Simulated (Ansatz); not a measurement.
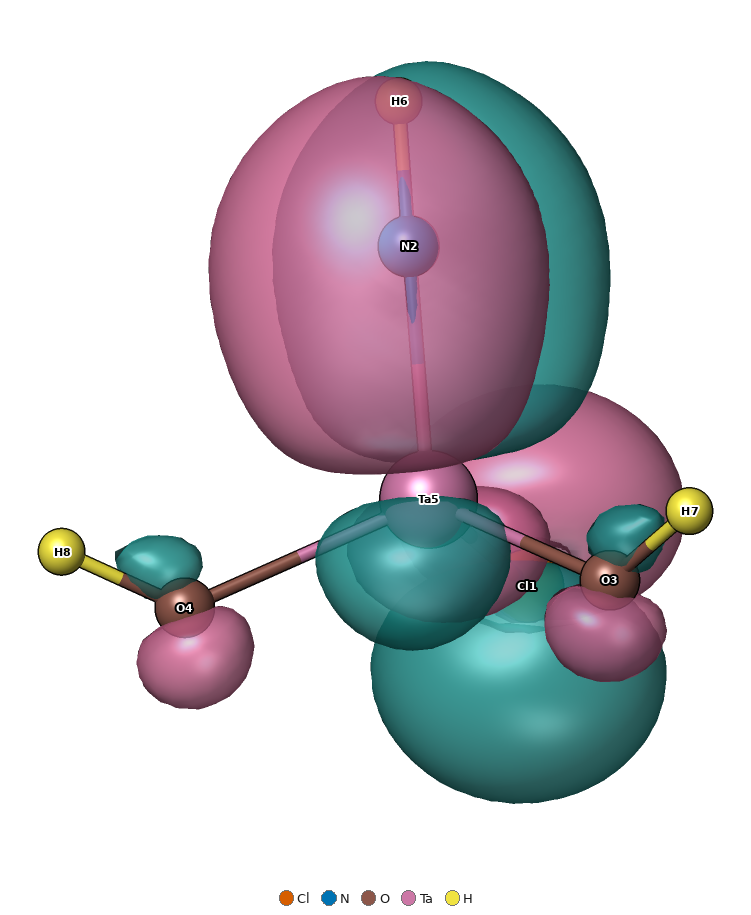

The picture shows: ClH₃NO₂Ta. The HOMO at ±0.08 Å⁻³ᐟ² (teal and pink are the two phases), seen at a tilt.

Geometry: r2SCAN-D4/def2-SVP; core potentials replace the inner electrons of Ta.

The calculation used isolated molecule in a Gaussian basis; Kohn-Sham density functional theory, functional PBE0 in Ansatz.

Input file:

```
crystal:
  periodic: [false, false, false]
  atoms:
    - symbol: Cl
      position_ang: [0.195735, 1.455903, -2.284072]
    - symbol: N
      position_ang: [-0.831213, 0.891116, 0.862272]
    - symbol: O
      position_ang: [1.874440, -0.233013, 0.299651]
    - symbol: O
      position_ang: [-0.692507, -1.594087, -0.782504]
    - symbol: Ta
      position_ang: [0.125431, 0.082466, -0.389877]
    - symbol: H
      position_ang: [-1.383201, 1.376852, 1.560695]
    - symbol: H
      position_ang: [2.296779, -0.013247, 1.137877]
    - symbol: H
      position_ang: [-1.493364, -2.022890, -0.459942]
basis:
  gaussian: {orbitals: def2-TZVPD}
hamiltonian: {xc: pbe0}
output: {forces: true, orbitals: {seedname: orbitals}}
```

Run with:

```sh
ansatz run input.yaml --threads 2 --pin off --max-ram 4350MiB --events-out events.jsonl --progress --plain --runs-dir runs
```

Question: Describe this orbital and give its energy.

Answer: Its weight (Hirshfeld) is mainly on N2 (about 55 %), Ta5 (about 20 %) and Cl1 (about 20 %); largely a combination of lone pairs on N2 and Cl1. Its energy is −7.98 eV.
